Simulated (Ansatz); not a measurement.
**Fields on a plane of TaSiAs (space group P4/nmm)**

```
CELL_PARAMETERS angstrom
      3.50170     0.00000     0.00000
      0.00000     3.50170     0.00000
      0.00000     0.00000     7.87156
ATOMIC_POSITIONS crystal
  Ta 0.50000 0.00000 0.25454
  Ta 0.00000 0.50000 0.74546
  Si 0.00000 0.00000 0.00000
  Si 0.50000 0.50000 0.00000
  As 0.50000 0.00000 0.61280
  As 0.00000 0.50000 0.38720
```

The slice is a (001) plane (indices of the conventional cell) through the point (0.000, 0.500, 0.746) (fractional), spanned by u = [100] and v = [010] in vectors of this cell: u (3.50 Å) and v (3.50 Å, at 90° to u). It covers one period; positions are fractions (u, v).

Atoms on it: Ta at (0.00, 0.00).

Level of theory: r2SCAN (plane waves to 500 eV, PAW, scalar-relativistic; Ansatz, a first-principles code). k mesh 13×13×6. Near the nuclei the fields are pseudised (PAW); where an atom keeps semicore shells as valence, they peak there. Spin-orbit coupling is left out, though Ta is heavy. TaSiAs is run without spin polarisation. TaSiAs was relaxed with its symmetry unable to fall.

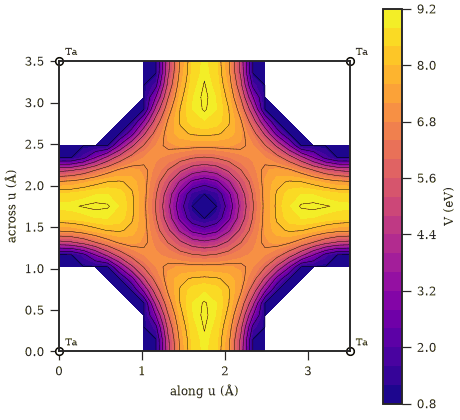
Figure: Electrostatic potential energy of an electron, from the cell's mean, in eV, one period of the plane, atoms marked. Points within 1 Å of a nucleus are left white, as the pseudised field means little there. Values under 1 eV are set to 1. The zero, the cell's mean, hangs on the PAW cores.

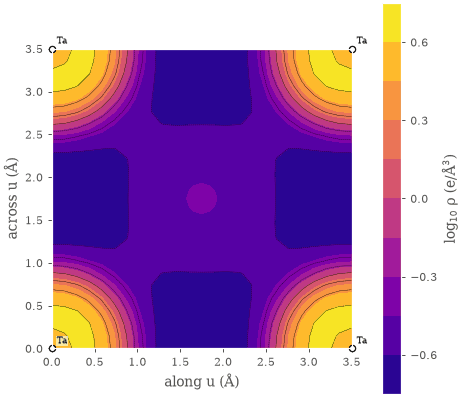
Fig. 1. Log₁₀ of the valence density in e/Å³, one period of the plane, atoms marked. The scale is logarithmic, as a density can span decades between atoms and voids.
